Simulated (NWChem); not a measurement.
# PH3F+ (SMILES F[PH3+]) at S12h/aug-cc-pVDZ

Aim: the energy change on altering one bond length of PH3F+ at S12h/aug-cc-pVDZ, from 2 runs. 

Program for the calculation: NWChem 7.3.0.

2 further runs of the same task are left out: 2 set aside as unsound or not needed.

### Step 1. Starting point

PH3F+ has 5 atoms, charge +1, and is taken as a singlet. SMILES: `F[PH3+]`. The shape is that of a GFN2-xTB optimisation.

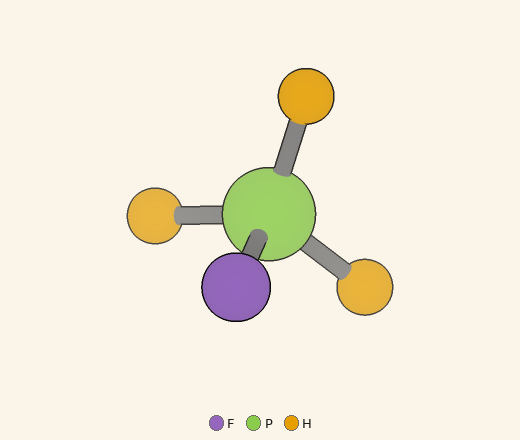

The structure, seen from a chosen angle (fluorine purple, phosphorus green, hydrogen amber).

### Step 2. The charge distribution at S12h/aug-cc-pVDZ

Contents of fh3p.nw:

```
start fh3p
title "FH3P"
memory 2200 mb
charge 1

geometry noautoz
   F    -1.365490    0.250400    0.341100
   P     0.122590   -0.022380   -0.030680
   H     0.038180   -0.428620   -1.349370
   H     0.486130   -1.008290    0.868130
   H     0.718590    1.208890    0.170830
end

basis spherical
   * library aug-cc-pVDZ
end

dft
   xc s12h
   grid medium
   convergence energy 1e-08
   mulliken
   print low
end

property
   efieldgrad
   mulliken
   esp
end

task dft property
```

The run is started by

```bash
$ nwchem fh3p.nw > fh3p.out
```

The program printed:

```text
[...]
 Group name             C3
[...]
 d= 0,ls=0.0,diis     1   -442.4908379029 -5.12D+02  3.24D-02  2.05D+00     3.7
[...]
 d= 0,ls=0.0,diis     8   -442.6633723417 -4.35D-10  7.35D-07  5.24D-09    18.3
         Total DFT energy =     -442.663372341655
      One electron energy =     -743.704420607007
           Coulomb energy =      265.612799054660
    Exchange-Corr. energy =      -34.541735053864
 Nuclear repulsion energy =       69.970921239573
    Dispersion correction =       -0.000936975017
[...]
      Total Density - Mulliken Population Analysis
     ---------------------------------------------
    Atom       Charge   Shell Charges
 -----------   ------   -------------------------------------------------------
    1 F    9     9.49   2.01  0.90  1.04  0.16  3.31  1.96  0.09  0.00  0.02
    2 P   15    14.80   2.00  2.05  0.87  0.69  0.03  6.01  1.77  1.06 -0.02  0.28  0.06
    3 H    1     0.57   0.70 -0.14  0.00  0.02 -0.01
    4 H    1     0.57   0.70 -0.14  0.00  0.02 -0.01
    5 H    1     0.57   0.70 -0.14  0.00  0.02 -0.01
[...]
```

Run time: 19 s. Hardware: 1 thread of Intel Xeon Platinum 8259CL at 2.50GHz (Skylake/Cascade Lake), shared host; peak memory 0.12 GiB.

Atomic charges (e):

| atom | Mulliken | Löwdin |
| --- | --- | --- |
| F1 | -0.493 | -0.150 |
| P2 | +0.196 | +1.230 |
| H3 | +0.432 | -0.020 |
| H4 | +0.432 | -0.020 |
| H5 | +0.432 | -0.020 |

### Step 3. The distorted shape at the same level

Contents of sp.nw:

```
start sp
title "FH3P"
memory 2200 mb
charge 1
geometry
  zmatrix
    F
    P 1 1.557887
    H 2 1.382425 1 102.75437
    H 2 1.382765 3 115.25021 1 110.9232
    H 2 1.520966 3 115.2783 1 -110.94743
  end
end
basis spherical
  * library aug-cc-pVDZ
end
dft
  xc s12h
  grid medium
  convergence energy 1e-08
  mulliken
end
property
  efieldgrad
  mulliken
  esp
end
task dft property
```

The run is started by

```bash
$ nwchem sp.nw > sp.out
```

The program printed:

```text
[...]
 Group name             Cs
[...]
          Wavefunction type:  closed shell.
          No. of atoms     :     5
          No. of electrons :    26
[...]
          Charge           :     1
          Spin multiplicity:     1
[...]
          AO basis - number of functions:    77
[...]
              XC Information
              --------------
                         S12h Method XC Functional
                     Hartree-Fock (Exact) Exchange  0.250
                        Slater Exchange Functional  0.769 local
                S12h(GGA-part) Exchange Functional  0.750 non-local
            Perdew 1991 LDA Correlation Functional  1.000 local
           PerdewBurkeErnz. Correlation Functional  1.000 non-local
[...]
 d= 0,ls=0.0,diis     1   -442.4831449289 -5.12D+02  3.17D-02  2.06D+00     4.2
[...]
 d= 0,ls=0.0,diis     8   -442.6598819649 -1.57D-09  9.64D-07  8.11D-09    15.0
         Total DFT energy =     -442.659881964937
      One electron energy =     -742.510253262902
           Coulomb energy =      265.019556308596
    Exchange-Corr. energy =      -34.504608267243
 Nuclear repulsion energy =       69.336423221938
    Dispersion correction =       -0.000999965327
[...]
      Total Density - Mulliken Population Analysis
     ---------------------------------------------
    Atom       Charge   Shell Charges
 -----------   ------   -------------------------------------------------------
    1 F    9     9.49   2.01  0.90  1.04  0.16  3.31  1.95  0.08  0.00  0.02
    2 P   15    14.77   2.00  2.04  0.87  0.71  0.02  6.01  1.74  1.06 -0.01  0.28  0.06
    3 H    1     0.57   0.70 -0.14  0.00  0.02 -0.01
    4 H    1     0.57   0.70 -0.14  0.00  0.02 -0.01
    5 H    1     0.60   0.64 -0.04  0.00  0.02 -0.02
[...]
```

It took 16 s on 1 thread of Intel Xeon Platinum 8259CL at 2.50GHz (Skylake/Cascade Lake), shared host; peak memory 0.12 GiB.

Atomic charges (e):

| atom | Mulliken | Löwdin |
| --- | --- | --- |
| F1 | -0.488 | -0.160 |
| P2 | +0.226 | +1.190 |
| H3 | +0.431 | -0.040 |
| H4 | +0.431 | -0.040 |
| H5 | +0.400 | +0.040 |

### Step 4. Outcome

At S12h/aug-cc-pVDZ:

```
                                                         quantity          value
                                        first shape: total energy  -442.66337 Eh
                                   first shape: dispersion energy   -2.46 kJ/mol
                                    distorted shape: total energy  -442.65988 Eh
                                     distorted shape: HOMO energy      -18.19 eV
                                     distorted shape: LUMO energy       -8.15 eV
                                   distorted shape: HOMO–LUMO gap       10.04 eV
                               distorted shape: dispersion energy   -2.63 kJ/mol
energy change with the P2–H5 bond stretched from 1.383 to 1.521 Å       0.095 eV
```

**Reading.** With the P2–H5 bond stretched from 1.383 to 1.521 Å the energy rises by 0.09 eV (2.2 kcal/mol). The first shape isn't relaxed at this level, so the change isn't measured from a minimum. Mulliken charges (first shape) run from -0.49 on F1 to +0.43 on H3; in a basis this large or diffuse they mean little. Mulliken charges (distorted shape) run from -0.49 on F1 to +0.43 on H3; in a basis this large or diffuse they mean little.
